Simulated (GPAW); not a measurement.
# Polarising Sc2CS2 MXene monolayer with a field along the normal

The dipole of the cell at several fields, atoms fixed. What does the strongest field give, and what length does the slope stand for?

Set-up. GPAW 26.7.0, plane waves (500 eV), PAW setups, PBE, 12×12 mesh, a dipole layer in the vacuum; geometry relaxed without an applied field with GPAW. The cell's area is 10.74 Å², and e/ε0 = 180.95 V Å.

The runs, one held back:

| field (V/Å) | dipole (e Å) |
| --- | --- |
| −0.2 | −0.0890 |
| −0.1 | −0.0445 |
| −0.05 | −0.0222 |
| 0.05 | 0.0222 |
| 0.1 | 0.0445 |
| 0.2 | 0.0890 |
| 0.3 | ? |

To predict: What is the dipole at 0.3 V/Å?

Worked answer. A line through the 6 points has the slope α = 0.445 e Å per V/Å and the intercept p₀ = −0.0000 e Å (r.m.s. residual 2.8e−05). At 0.3 V/Å it gives p = −0.0000 + 0.445 × 0.3 = 0.1335 e Å; the run gives 0.1335 e Å, so the response stays linear to 0.0 % of the induced part. Dividing by ε0 and the area: α/(ε0 A) = 0.445 × 180.95 / 10.74 = 7.50 Å, against 5.56 Å between the outer nuclei.

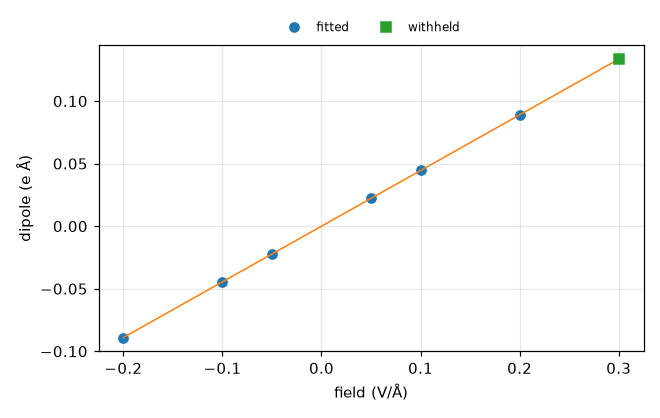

The line and the withheld run.

Caveats: This is the electronic response alone; ions that move would add to it in polar layers. No run was spin-polarised, so magnetic states weren't tested.
